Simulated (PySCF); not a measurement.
C$_{7}$H$_{6}$O, SMILES `O=C1C=CC=CC=C1`.

Method: M06-2X/def2-SVP; geometry: GFN2-xTB; program: PySCF. No frequency check shows the geometry to be a minimum.

Coordinates in Å:

```
O1       2.5450   -0.0001    0.0000
C2       1.3195    0.0000    0.0000
C3       0.6050    1.2744    0.0000
C4      -0.7156    1.5581    0.0000
C5      -1.8318    0.6784    0.0000
C6      -1.8319   -0.6783    0.0000
C7      -0.7157   -1.5581    0.0000
C8       0.6049   -1.2745    0.0000
H9       1.2941    2.1117    0.0000
H10     -0.9794    2.6100    0.0000
H11     -2.7978    1.1680    0.0000
H12     -2.7980   -1.1678    0.0000
H13     -0.9796   -2.6099    0.0000
H14      1.2939   -2.1118    0.0000
```

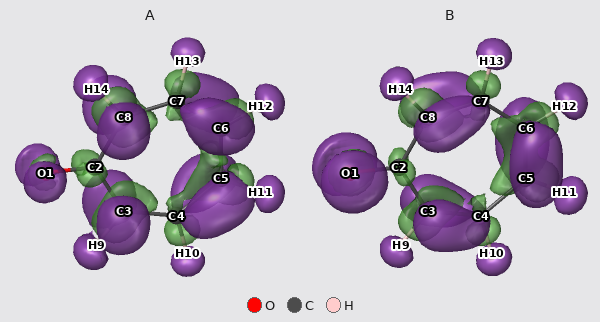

The two Fukui functions at ±0.02 e/Å³ (purple positive, green negative).

Q: Which panel is f⁻ (electron removed) and which f⁺ (electron added)?

A: A is f⁺, B is f⁻. f⁻ (Hirshfeld-condensed) is largest on O1 (0.18), C5 and C6 (0.10 each) and C3 and C8 (0.10 each); the vertical ionisation energy is 8.88 eV (the stability of the cation's solution wasn't checked). f⁺ (Hirshfeld-condensed) is largest on C3 and C8 (0.12 each), C5 and C6 (0.10 each) and O1 (0.08); the vertical electron affinity is 0.42 eV (the stability of the anion's solution wasn't checked; the anion's highest orbital has positive energy, so this value and f⁺ depend on the basis).

Q: What chemical potential and hardness follow from the two energies?

A: μ = −(I + A)/2 = −4.65 eV and η = I − A = 8.46 eV.
